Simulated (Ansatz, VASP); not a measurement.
# Rh (Rh(100)): VASP beside Ansatz

Aim: how closely do two programs agree when they are given the same cell, functional and k mesh?

Main program and level: Ansatz 0.2.0; plane waves, with VASP 6.6.1 beside it; single point at PBEsol, single point at PBE and single point at PBEsol, spin-orbit coupling.

### Step 1. The starting structure

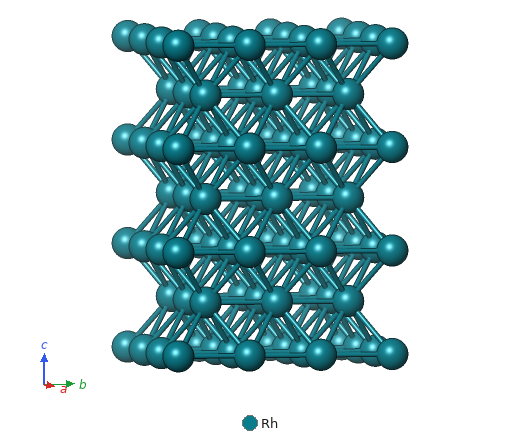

The cell as given, from the side, with the c axis up (rhodium blue). 3×3×1 cells are drawn. Some periodic images of atoms are drawn too.

The cell holds 7 atoms: 7 Rh. Its edges and angles: a = 2.687 Å, b = 2.687 Å, c = 19.400 Å, α = 90.0°, β = 90.0°, γ = 90.0°. Vacuum lies along c.

As a file:

```xyz
7
Lattice="2.6870 0.0000 0.0000 0.0000 2.6870 0.0000 0.0000 0.0000 19.4000" Properties=species:S:1:pos:R:3
Rh    0.0000    0.0000    4.0000
Rh    1.3435    1.3435    5.9000
Rh    0.0000    0.0000    7.8000
Rh    1.3435    1.3435    9.7000
Rh    0.0000    0.0000   11.6000
Rh    1.3435    1.3435   13.5000
Rh    0.0000    0.0000   15.4000
```

### Step 2. VASP: single point, PBEsol

A single point gives forces, pressure and levels at one fixed geometry, so differences don't come from the geometry; what else differs is listed under the comparison.

Lines of VASP's logs that name or quote its potential files are left out, and so is its time.

The input, INCAR:

```
SYSTEM = Rh
PREC = Normal
ENCUT = 350
EDIFF = 1E-06
NELM = 120
ISMEAR = 1
SIGMA = 0.1
LREAL = .FALSE.
ALGO = Normal
GGA = PS
NBANDS = 39
LORBIT = 11
LWAVE = .FALSE.
LCHARG = .FALSE.
KPAR = 4
IDIPOL = 3
LDIPOL = .TRUE.
DIPOL = 0.5 0.5 0.5
LVHAR = .TRUE.
LVACPOTAV = .TRUE.
```

The input, POSCAR:

```
Rh
1.0
    2.6870057685      0.0000000000      0.0000000000
    0.0000000000      2.6870057685      0.0000000000
    0.0000000000      0.0000000000     19.4000000000
Rh
7
Direct
    0.0000000000      0.0000000000      0.2061855670
    0.5000000000      0.5000000000      0.3041237113
    0.0000000000      0.0000000000      0.4020618557
    0.5000000000      0.5000000000      0.5000000000
    0.0000000000      0.0000000000      0.5979381443
    0.5000000000      0.5000000000      0.6958762887
    0.0000000000      0.0000000000      0.7938144330
```

The input, KPOINTS:

```
Automatic mesh
0
Gamma
9 9 1
0 0 0
```

The projector-augmented-wave data sets are Rh (PBE family, release 64).

Started as:

```
$ mpirun -np 4 vasp_std
```

Numbers of over 12 decimals in the logs are rounded to 6 here.

The program printed:

```text
[banner, memory and clock lines left out]
running    4 mpi-ranks, on    1 nodes
 distrk:  each k-point on    1 cores,    4 groups
 distr:  one band on    1 cores,    1 groups

 POSCAR found type information on POSCAR Rh
 POSCAR found :  1 types and       7 ions
|                                                                             |
|               ----> ADVICE to this user running VASP <----                  |
|                                                                             |
|     You enforced a specific xc type in the INCAR file but a different       |
|     [... a line on the potential file left out ...]
|     I HOPE YOU KNOW WHAT YOU ARE DOING!                                     |
|                                                                             |

 LDA part: xc-table for (Slater+PW92), standard interpolation
 POSCAR, INCAR and KPOINTS ok, starting setup
 FFT: planning ... GRIDC
 FFT: planning ... GRID_SOFT
 FFT: planning ... GRID
 WAVECAR not read
 entering main loop
       N       E                     dE             d eps       ncg     rms          rms(c)
DAV:   1     0.318467207624E+03    0.31847E+03   -0.24250E+04  1178   0.110E+03
DAV:   2    -0.421821674807E+02   -0.36065E+03   -0.33789E+03  1296   0.279E+02
DAV:   3    -0.580852768156E+02   -0.15903E+02   -0.14931E+02  1671   0.540E+01
DAV:   4    -0.586491648339E+02   -0.56389E+00   -0.54768E+00  1402   0.926E+00
DAV:   5    -0.586733769549E+02   -0.24212E-01   -0.23701E-01  1595   0.187E+00    0.275E+01
DAV:   6    -0.551772113300E+02    0.34962E+01   -0.13402E+01  1389   0.211E+01    0.112E+01
DAV:   7    -0.918541214557E+02   -0.36677E+02   -0.11515E+02  1691   0.869E+01    0.503E+01
DAV:   8    -0.586289217270E+02    0.33225E+02   -0.43102E+01  1632   0.325E+01    0.209E+01
DAV:   9    -0.555443516451E+02    0.30846E+01   -0.10748E+01  1510   0.199E+01    0.129E+01
DAV:  10    -0.546847881563E+02    0.85956E+00   -0.11655E+01  1551   0.161E+01    0.598E+00
DAV:  11    -0.545226943672E+02    0.16209E+00   -0.61195E-01  1342   0.583E+00    0.399E+00
DAV:  12    -0.543662136640E+02    0.15648E+00   -0.46828E-01  1520   0.456E+00    0.858E-01
DAV:  13    -0.543618454111E+02    0.43683E-02   -0.23929E-02  1281   0.904E-01    0.539E-01
DAV:  14    -0.543662923091E+02   -0.44469E-02   -0.12255E-02  1635   0.725E-01    0.826E-01
DAV:  15    -0.543611743868E+02    0.51179E-02   -0.96801E-03  1544   0.663E-01    0.220E-01
DAV:  16    -0.543610364207E+02    0.13797E-03   -0.72597E-04  1621   0.149E-01    0.108E-01
DAV:  17    -0.543614388653E+02   -0.40244E-03   -0.70035E-04  1474   0.147E-01    0.476E-02
DAV:  18    -0.543616674202E+02   -0.22855E-03   -0.11027E-04  1207   0.614E-02    0.187E-02
DAV:  19    -0.543617712452E+02   -0.10383E-03   -0.86759E-05  1327   0.480E-02    0.452E-02
DAV:  20    -0.543617566909E+02    0.14554E-04   -0.19487E-05  1279   0.269E-02    0.240E-02
DAV:  21    -0.543617508760E+02    0.58149E-05   -0.11647E-05  1080   0.211E-02    0.464E-03
DAV:  22    -0.543617510695E+02   -0.19352E-06   -0.63599E-07   606   0.494E-03
|                                                                             |
|           W    W    AA    RRRRR   N    N  II  N    N   GGGG   !!!           |
|           W    W   A  A   R    R  NN   N  II  NN   N  G    G  !!!           |
|           W    W  A    A  R    R  N N  N  II  N N  N  G       !!!           |
|           W WW W  AAAAAA  RRRRR   N  N N  II  N  N N  G  GGG   !            |
|           WW  WW  A    A  R   R   N   NN  II  N   NN  G    G                |
|           W    W  A    A  R    R  N    N  II  N    N   GGGG   !!!           |
|                                                                             |
|     Did not find any points to average over, which means that no vacuum     |
|     field-free region was found. Please increase the size of  your cell     |
|     in the dimension of the dipole correction to obtain accurate            |
|     workfunction values.                                                    |
|                                                                             |

   1 F= -.54361751E+02 E0= -.54359231E+02  d E =-.755943E-02
|                                                                             |
|           W    W    AA    RRRRR   N    N  II  N    N   GGGG   !!!           |
|           W    W   A  A   R    R  NN   N  II  NN   N  G    G  !!!           |
|           W    W  A    A  R    R  N N  N  II  N N  N  G       !!!           |
|           W WW W  AAAAAA  RRRRR   N  N N  II  N  N N  G  GGG   !            |
|           WW  WW  A    A  R   R   N   NN  II  N   NN  G    G                |
|           W    W  A    A  R    R  N    N  II  N    N   GGGG   !!!           |
|                                                                             |
|     Did not find any points to average over, which means that no vacuum     |
|     field-free region was found. Please increase the size of  your cell     |
|     in the dimension of the dipole correction to obtain accurate            |
|     workfunction values.                                                    |
|                                                                             |
```

From OUTCAR (step 2):

```text
ion  position               nearest neighbor table
   1  0.000  0.000  0.206-   2 2.69   2 2.69   2 2.69   2 2.69
   2  0.500  0.500  0.304-   1 2.69   1 2.69   1 2.69   1 2.69   3 2.69   3 2.69   3 2.69   3 2.69

  LATTYP: Found a simple tetragonal cell.
 ALAT       =     2.6870057685
 C/A-ratio  =     7.2199323974

 Subroutine GETGRP returns: Found 16 space group operations
 (whereof 16 operations were pure point group operations)

The static configuration has the point symmetry D_4h.

 Found     15 irreducible k-points:

   k-points           NKPTS =     15   k-points in BZ     NKDIM =     15   number of bands    NBANDS=     39

   dimension x,y,z NGX =    12 NGY =   12 NGZ =   90
   dimension x,y,z NGXF=    24 NGYF=   24 NGZF=  180

   ENCUT  =  350.0 eV  25.72 Ry    5.07 a.u.   4.10  4.10 29.59*2*pi/ulx,y,z

   NELECT =      63.0000    total number of electrons

 k-points in reciprocal lattice and weights: Automatic mesh
   0.00000000  0.00000000  0.00000000       0.012
   0.11111111  0.00000000  0.00000000       0.049
   0.22222222  0.00000000  0.00000000       0.049
   0.33333333  0.00000000  0.00000000       0.049
   0.44444444  0.00000000  0.00000000       0.049
   0.11111111  0.11111111  0.00000000       0.049
   0.22222222  0.11111111  0.00000000       0.099
   0.33333333  0.11111111  0.00000000       0.099
   0.44444444  0.11111111  0.00000000       0.099
[...]
0.44444444  0.33333333  0.00000000       0.099
   0.44444444  0.44444444  0.00000000       0.049

 dipolmoment           0.000000      0.000000     -0.000000 electrons x Angstroem

 average (electrostatic) potential at core
       1 -66.4548       2 -67.0826       3 -67.1083       4 -67.0590       5 -67.1083
       6 -67.0826       7 -66.4548

 E-fermi :   6.3376

 k-point     1 :       0.0000    0.0000    0.0000
  band No.  band energies     occupation
    ...
     29       5.6537      2.00000
     30       5.9743      2.00000
     31       6.1061      2.00510
     32       6.1061      2.00510
     33       6.3235      1.23606
     34       6.6666     -0.00003
     35       6.8108     -0.00000
     36       6.8108     -0.00000
     37       6.8304     -0.00000
     38       6.9259     -0.00000
    ...

 k-point     2 :       0.1111    0.0000    0.0000
  band No.  band energies     occupation
    ...
     30       5.7492      2.00000
     31       5.7871      2.00000
     32       5.9946      2.00001
     33       6.1702      2.03943
     34       6.3019      1.56262
     35       6.5184     -0.02822
     36       6.5480     -0.01124
     37       6.7491     -0.00000
     38       6.7910     -0.00000
     39       7.0624     -0.00000

 k-point     3 :       0.2222    0.0000    0.0000
  band No.  band energies     occupation
    ...
     31       5.5875      2.00000
     32       5.6232      2.00000
     33       6.0706      2.00105
     34       6.2530      2.00144
     35       6.2555      1.99046
     36       6.6186     -0.00052
     37       6.9470     -0.00000
     38       6.9988     -0.00000
     39       7.0955     -0.00000

  Total       -7.2180297     -7.2180297     -5.9836657      0.0000000      0.0000000      0.0000000
  in kB      -82.5639224    -82.5639224    -68.4445664      0.0000000      0.0000000      0.0000000
  external PRESSURE =     -77.8574704 kB  Pullay stress =       0.0000000 kB

  energy-cutoff  :      350.00
  volume of cell :      140.07
      direct lattice vectors                 reciprocal lattice vectors
     2.687005769  0.000000000  0.000000000     0.372161464  0.000000000  0.000000000
     0.000000000  2.687005769  0.000000000     0.000000000  0.372161464  0.000000000
     0.000000000  0.000000000 19.400000000     0.000000000  0.000000000  0.051546392

 POSITION                                       TOTAL-FORCE (eV/Angst)
 -----------------------------------------------------------------------------------
      0.00000      0.00000      4.00000         0.000000      0.000000      0.876402
      1.34350      1.34350      5.90000         0.000000      0.000000     -0.538563
      0.00000      0.00000      7.80000         0.000000     -0.000000     -0.084120
      1.34350      1.34350      9.70000         0.000000      0.000000      0.000000
      0.00000      0.00000     11.60000         0.000000     -0.000000      0.084120
      1.34350      1.34350     13.50000         0.000000      0.000000      0.538563
      0.00000      0.00000     15.40000         0.000000      0.000000     -0.876402
 -----------------------------------------------------------------------------------
    total drift:                                0.000000      0.000000     -0.000000

  FREE ENERGIE OF THE ION-ELECTRON SYSTEM (eV)
  ---------------------------------------------------
  free  energy   TOTEN  =       -54.3617510695 eV

  energy  without entropy=      -54.3541916408  energy(sigma->0) =      -54.35923126

 total charge
# of ion       s       p       d       tot
------------------------------------------
    1        0.445   0.380   7.368   8.193
    2        0.487   0.586   7.335   8.408
    3        0.495   0.590   7.348   8.433
    4        0.492   0.589   7.358   8.439
    5        0.495   0.590   7.348   8.433
    6        0.487   0.586   7.335   8.408
    7        0.445   0.380   7.368   8.193
--------------------------------------------------
tot          3.346   3.701  51.461  58.508

[... 3 further parts left out ...]
```

(Continued in part 2 of 3.)

[Lines on the potential files, build, host, timing and source positions are cut from VASP's logs without a mark.]

[Logs are printed without paths, hosts, clocks, repeated set-up lines and the standing remarks that a program may print on its own settings, such as how far it seeks lower states.]

[Hosts, paths, dates, database ids (printed as entryN), source tags and the programs' standing remarks are cut or masked in the printed files.]
